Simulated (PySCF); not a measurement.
# GaSiNH5SF (SMILES [NH2][Ga]([SH])[SiH2]F): levels of theory compared

Aim: a comparison of 6 runs (HF/3-21G, HF/def2-SVP, SVWN5/6-31G*, B3LYP/6-31G*, B3LYP/pcseg-1, PBE/def2-SVP) of GaSiNH5SF. Input form: a Python script.

The results are computed with PySCF 2.14.0.

## (1) The structure to begin with

The species is GaSiNH5SF (10 atoms), meant as a singlet with charge 0. SMILES: `[NH2][Ga]([SH])[SiH2]F`. The shape is that of a PBE0-D4/def2-TZVP optimisation. This is one conformer, not always the lowest.

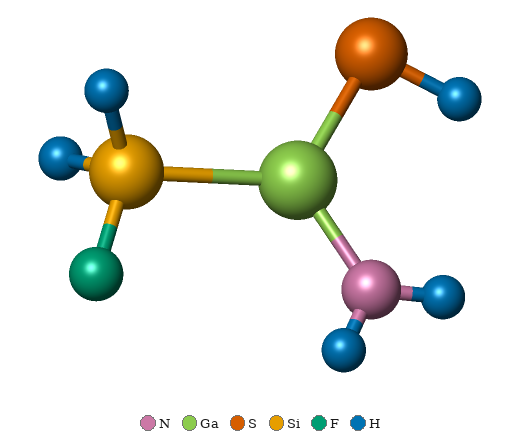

The structure, seen from a chosen angle (nitrogen pink, gallium green, sulfur orange, silicon amber, fluorine teal, hydrogen blue).

## (2) Energy and gradient at HF/3-21G (run 1)

File job.py:

```python
from pyscf import gto, scf

mol = gto.M(
    atom='''
N     -0.672700    -1.507700     0.920100
Ga     0.391800    -0.190500     0.276400
S      2.491400    -0.147700     0.970500
Si    -0.432700     1.450300    -1.273700
F     -1.991800     1.160000    -1.555100
H     -0.383700    -2.218100     1.570300
H     -1.639700    -1.600400     0.659800
H      2.368700    -1.229600     1.757400
H     -0.323500     2.834700    -0.742400
H      0.275300     1.398000    -2.580200
''',
    verbose=4,
    basis='3-21g',
    spin=0,
    max_memory=1860,
)

mf = scf.RHF(mol)
mf.conv_tol = 1e-10
mf.kernel()
if not mf.converged:
    mf = mf.newton().run(mf.mo_coeff, mf.mo_occ)

etot = mf.e_tot
print(f'total energy: {etot:.8f} hartree')
grad = mf.nuc_grad_method().kernel()
mf.analyze()
```

Run with:

```console
$ OMP_NUM_THREADS=1 python job.py
```

The program printed:

```text
PySCF version 2.14.0

[... 81 lines left out ...]
Nuclear Repulsion Energy =             524.649038120757496
[... 11 lines left out ...]
MO #6   energy= -42.2561214016286  occ= 2
[... 9 lines left out ...]
MO #16  energy= -4.45609125268013  occ= 2
[... 9 lines left out ...]
MO #26  energy= -1.13507818495522  occ= 2
[... 9 lines left out ...]
MO #36  energy= -0.54303070100196  occ= 2
[... 9 lines left out ...]
MO #46  energy= 0.199157888147929  occ= 0
[... 9 lines left out ...]
MO #56  energy= 0.479352904320909  occ= 0
[... 9 lines left out ...]
MO #66  energy= 1.3342551336268    occ= 0
[... 9 lines left out ...]
MO #76  energy= 3.7545883641337    occ= 0
[... 89 lines left out ...]
Dipole moment(X, Y, Z, Debye): -1.08243, -1.78501,  0.97388
```

It took 12 s on 1 thread of Intel Xeon at 2.50GHz (Skylake/Cascade Lake), shared host; peak memory 0.15 GiB.

## (3) Energy and forces at HF/def2-SVP (run 2)

File calc.py:

```python
# [NH2][Ga]([SH])[SiH2]F
from pyscf import gto, scf

mol = gto.M(
    atom='''
N     -1.271219    -2.849140     1.738737
Ga     0.740395    -0.359993     0.522320
S      4.708064    -0.279113     1.833979
Si    -0.817684     2.740670    -2.406944
F     -3.763956     2.192082    -2.938713
H     -0.725088    -4.191602     2.967437
H     -3.098584    -3.024318     1.246841
H      4.476194    -2.323607     3.321005
H     -0.611326     5.356807    -1.402933
H      0.520242     2.641837    -4.875871
''',
    max_memory=1860,
    basis='def2-svp',
    charge=0,
    verbose=3,
    unit='bohr',
)

myscf = scf.RHF(mol)
myscf.conv_tol = 1e-10
myscf.kernel()
if not myscf.converged:
    myscf = myscf.newton().run(myscf.mo_coeff, myscf.mo_occ)

etot = myscf.e_tot
print('E = %.10f Eh' % etot)
grad = myscf.nuc_grad_method().kernel()
myscf.analyze()
```

Run with:

```console
$ OMP_NUM_THREADS=1 python calc.py
```

The program printed:

```text
converged SCF energy = -2766.04378340129
[... 18 lines left out ...]
MO #9   energy= -15.5407719715153  occ= 2
[... 13 lines left out ...]
MO #23  energy= -1.22249889138875  occ= 2
[... 13 lines left out ...]
MO #37  energy= -0.485275453063246 occ= 2
[... 13 lines left out ...]
MO #51  energy= 0.271175993127577  occ= 0
[... 13 lines left out ...]
MO #65  energy= 0.711125133511189  occ= 0
[... 13 lines left out ...]
MO #79  energy= 1.09773644153143   occ= 0
[... 13 lines left out ...]
MO #93  energy= 1.81096703629398   occ= 0
[... 13 lines left out ...]
MO #107 energy= 2.492533654709     occ= 0
[... 13 lines left out ...]
MO #121 energy= 3.9464865261689    occ= 0
[... 11 lines left out ...]
Dipole moment(X, Y, Z, Debye): -0.28030, -1.35692,  0.92586
```

Run time: 54 s. Hardware: 1 thread of Intel Xeon at 2.50GHz (Skylake/Cascade Lake), shared host; peak memory 0.32 GiB.

Runs 3 to 4 aren't shown in full; the table further down has their settings and results.

## (4) Energy and forces at B3LYP/pcseg-1 (run 5)

File mol.xyz:

```xyz
10
FGaH5NSSi
N     -0.672700    -1.507700     0.920100
Ga     0.391800    -0.190500     0.276400
S      2.491400    -0.147700     0.970500
Si    -0.432700     1.450300    -1.273700
F     -1.991800     1.160000    -1.555100
H     -0.383700    -2.218100     1.570300
H     -1.639700    -1.600400     0.659800
H      2.368700    -1.229600     1.757400
H     -0.323500     2.834700    -0.742400
H      0.275300     1.398000    -2.580200
```

File run.py:

```python
# [NH2][Ga]([SH])[SiH2]F
from pyscf import gto, dft

mol = gto.M(
    atom='mol.xyz',
    spin=0,
    charge=0,
    max_memory=1860,
    basis='pcseg-1',
    verbose=3,
)

mf = dft.RKS(mol)
mf.xc = 'b3lyp'
mf.grids.level = 5
mf.conv_tol = 1e-10
mf.kernel()
if not mf.converged:
    mf = mf.newton().run(mf.mo_coeff, mf.mo_occ)

e_tot = mf.e_tot
print('Final energy', e_tot)
grad = mf.nuc_grad_method().kernel()
mf.analyze()
```

Run with:

```console
$ OMP_NUM_THREADS=1 python run.py
```

The program printed:

```text
converged SCF energy = -2770.08166260289
[... 13 lines left out ...]
MO #4   energy= -45.8625351569768  occ= 2
[... 13 lines left out ...]
MO #18  energy= -3.79824537963874  occ= 2
[... 13 lines left out ...]
MO #32  energy= -0.473699422193782 occ= 2
[... 13 lines left out ...]
MO #46  energy= 0.0500889054693339 occ= 0
[... 13 lines left out ...]
MO #60  energy= 0.295744416719914  occ= 0
[... 13 lines left out ...]
MO #74  energy= 0.626811196605824  occ= 0
[... 13 lines left out ...]
MO #88  energy= 1.14810471887226   occ= 0
[... 13 lines left out ...]
MO #102 energy= 2.2108208831852    occ= 0
[... 13 lines left out ...]
MO #116 energy= 3.34406517456247   occ= 0
[... 11 lines left out ...]
Dipole moment(X, Y, Z, Debye): -0.49299, -1.30287,  0.81045
```

Wall time 3.2 min (1 thread of Intel Xeon at 2.50GHz (Skylake/Cascade Lake), shared host); peak memory 1.2 GiB.

## (5) Energy and gradient at PBE/def2-SVP (run 6)

File input.py:

```python
from pyscf import gto, dft

mol = gto.M(
    atom='''
N       -0.672700      -1.507700       0.920100
Ga       0.391800      -0.190500       0.276400
S        2.491400      -0.147700       0.970500
Si      -0.432700       1.450300      -1.273700
F       -1.991800       1.160000      -1.555100
H       -0.383700      -2.218100       1.570300
H       -1.639700      -1.600400       0.659800
H        2.368700      -1.229600       1.757400
H       -0.323500       2.834700      -0.742400
H        0.275300       1.398000      -2.580200
''',
    charge=0,
    verbose=4,
    max_memory=1860,
    basis='def2-svp',
)

mf = dft.RKS(mol, xc='pbe')
mf.grids.level = 5
mf.conv_tol = 1e-10
mf.kernel()
if not mf.converged:
    mf = mf.newton().run(mf.mo_coeff, mf.mo_occ)

etot = mf.e_tot
print('E = %.10f Eh' % etot)
grad = mf.nuc_grad_method().kernel()
mf.analyze()
```

Run with:

```console
$ OMP_NUM_THREADS=1 python input.py
```

The program printed:

```text
PySCF version 2.14.0

[... 108 lines left out ...]
MO #1   energy= -370.901811197971  occ= 2
[... 14 lines left out ...]
MO #16  energy= -3.60191668610982  occ= 2
[... 14 lines left out ...]
MO #31  energy= -0.438009521432831 occ= 2
[... 14 lines left out ...]
MO #46  energy= 0.0450547613377625 occ= 0
[... 14 lines left out ...]
MO #61  energy= 0.360021042157105  occ= 0
[... 14 lines left out ...]
MO #76  energy= 0.746979363125867  occ= 0
[... 14 lines left out ...]
MO #91  energy= 1.21980240184842   occ= 0
[... 14 lines left out ...]
MO #106 energy= 2.05352980817792   occ= 0
[... 14 lines left out ...]
MO #121 energy= 3.42943859004875   occ= 0
[... 134 lines left out ...]
Dipole moment(X, Y, Z, Debye): -0.61971, -1.57334,  0.98073
```

Run time: 2.3 min. Hardware: 1 thread of Intel Xeon at 2.50GHz (Skylake/Cascade Lake), shared host; peak memory 1.3 GiB.

## (6) Overview of the runs

```tsv
run	level	integration grid	Cartesian functions	energy (Eh)	dipole moment (D)	HOMO energy (eV)	LUMO energy (eV)	wall time
1	HF/3-21G	–	no	-2752.881649	2.30	-10.28	1.88	12 s
2	HF/def2-SVP	–	no	-2766.043783	1.67	-10.12	1.96	54 s
3	SVWN5/6-31G* (spherical functions)	5	no	-2763.270929	1.93	-5.90	-1.73	1.9 min
4	B3LYP/6-31G* (Cartesian functions)	5	yes	-2770.024451	1.75	-6.81	-1.02	2.6 min
5	B3LYP/pcseg-1	5	no	-2770.081663	1.61	-7.02	-1.21	3.2 min
6	PBE/def2-SVP	5	no	-2768.888261	1.95	-5.76	-1.55	2.3 min
```

## (7) Summary of results

| quantity | value |
| --- | --- |
| run 6: total energy | -2768.88826 Eh |
| run 6: dipole moment | 1.95 D |
| run 6: HOMO energy | -5.76 eV |
| run 6: LUMO energy | -1.55 eV |
| run 6: HOMO–LUMO gap | 4.22 eV |
| run 6: largest force on an atom | 1.398 eV/Å |

What this shows: The dipole moment (its size) runs from 1.61 D (B3LYP/pcseg-1) to 2.30 D (HF/3-21G). The two ends differ in method and basis. The HOMO–LUMO gap runs from 4.17 eV (SVWN5/6-31G*) to 12.15 eV (HF/3-21G). Totals of different functionals can't be ranked against each other. All runs together took 11 min, the longest 3.2 min.
